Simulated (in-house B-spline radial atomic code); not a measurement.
# Excited states and polarisability of Yb²⁴⁺ by several methods

Aim: excitation energies, oscillator strengths, polarisability and C6 of Yb²⁴⁺ by linear response on several mean fields, with the cost of each.

The numbers are computed with in-house B-spline radial atomic code version 1 (linear response of a closed shell, each method with its own adiabatic kernel; non-relativistic; B-spline basis; no spin-orbit coupling, no double excitations; only terms of natural parity, (−1)^L, with L up to 3 are computed), except any that are marked as measured or tabulated.

### 1 The atom as given

| Item | Value |
| --- | --- |
| element | ytterbium (Z = 70) |
| charge | +24 |
| configuration | [Kr] 4d10 |
| runs | TDHF; PBE; BHandHLYP; exchange-only LDA; B97-1; ωB97X |

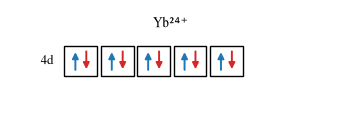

The shells outside the core, filled by Hund's rule for the drawing.

### 2 TDHF

Settings, as recorded:

```ini
Z = 70
electrons = 46.0
configuration = [Kr] 4d10
hamiltonian = nr
method = hf
box_radius = 4.86
intervals = 52
```

Started as:

```console
> python run_td.py task.json out
```

One command runs all members of the session, one after another, from task.json.

### 3 PBE

The settings differ from step 2 so:

```diff
@@ -4,3 +4,3 @@
 hamiltonian = nr
-method = hf
+method = pbe,pbe
 box_radius = 4.86
```

### 4 BHandHLYP

The settings differ from step 3 so:

```diff
@@ -4,3 +4,3 @@
 hamiltonian = nr
-method = pbe,pbe
+method = bhandhlyp
 box_radius = 4.86
```

### 5 exchange-only LDA

The settings differ from step 4 so:

```diff
@@ -4,3 +4,3 @@
 hamiltonian = nr
-method = bhandhlyp
+method = lda,
 box_radius = 4.86
```

### 6 B97-1

The settings differ from step 5 so:

```diff
@@ -4,3 +4,3 @@
 hamiltonian = nr
-method = lda,
+method = b97_1
 box_radius = 4.86
```

### 7 ωB97X

The settings differ from step 6 so:

```diff
@@ -4,3 +4,3 @@
 hamiltonian = nr
-method = b97_1
+method = wb97x
 box_radius = 4.86
```

Before running it: what results should come out? Wanted: for each run, threshold; 4d→4f ¹P; 4d→4f ³P, Tamm-Dancoff; α; C6.

As calculated:

| run | threshold (eV) | 4d→4f ¹P (eV) | 4d→4f ³P, Tamm-Dancoff (eV) | α (bohr³) | C6 (hartree bohr⁶) | time |
| --- | --- | --- | --- | --- | --- | --- |
| TDHF | 891.35 | 216.56 | 170.04 | 0.1083 | 0.08956 | 2.7 s |
| PBE | 867.65 | 217.11 | 171.00 | 0.1084 | 0.08987 | 2 s |
| BHandHLYP | 880.07 | 216.75 | 170.48 | 0.1084 | 0.08973 | 2 s |
| exchange-only LDA | 864.88 | 216.69 | 170.45 | 0.1086 | 0.09004 | 1.4 s |
| B97-1 | 872.89 | 216.76 | 170.78 | 0.1084 | 0.08973 | 2.2 s |
| ωB97X | 875.33 | 217.12 | 171.10 | 0.1082 | 0.08958 | 2.5 s |

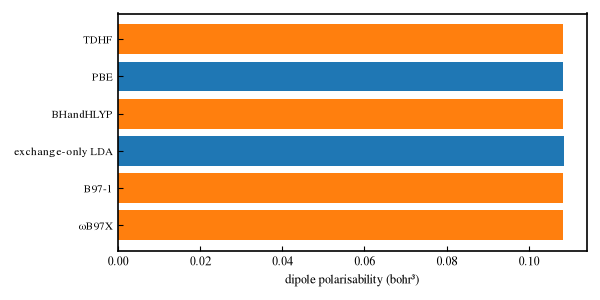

Polarisability by method; semilocal functionals blue, the others orange.

What this shows: α runs from 0.108 (ωB97X) to 0.109 bohr³ (exchange-only LDA). The semilocal functionals put the threshold at 864.88 to 867.65 eV, under Hartree-Fock's 891.35 eV, through self-interaction. The dearest run, TDHF, took 1.9 times as long as exchange-only LDA. Relativity is absent, so for an element this heavy the values are those of a model, not of the real ion.
